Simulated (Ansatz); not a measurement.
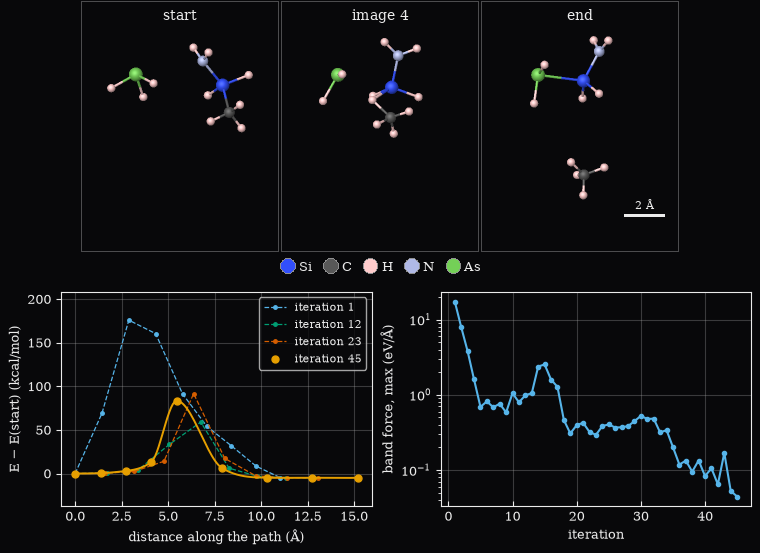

A nudged-elastic-band calculation for CH10AsNSi, made up of CH₇NSi and AsH3. Images are numbered from 0 (start) to 8 (end). The plot follows the band through its iterations. The picture is a ball-and-stick view, seen at a tilt.

Theory: RHF/def2-SVP (Ansatz 0.2.0). Run with 7 movable images; climbing image; force threshold 0.05 eV/Å; iteration limit 60; starting path through a guess of the saddle point.

Question: How did the profile develop, and is the result final?

Answer: The result is final at these settings. The band converged in 45 iterations. The largest component of the band force went from 17 to 0.044 eV/Å. The climbing image converged on the top of the path. Its vibrational analysis gives one imaginary mode (1176i cm⁻¹), as a transition state must have. The first iteration put the highest image at 175.9 kcal/mol. The energy climbs by 83.4 kcal/mol to image 4 and then falls by 88.3 kcal/mol, so the end point sits at −4.9 kcal/mol.

Limits of the set-up: the start holds two separate molecules, 3.4 Å apart at their closest, whose relative position is a soft coordinate and is computed without a dispersion correction; Hartree-Fock leaves out electron correlation.
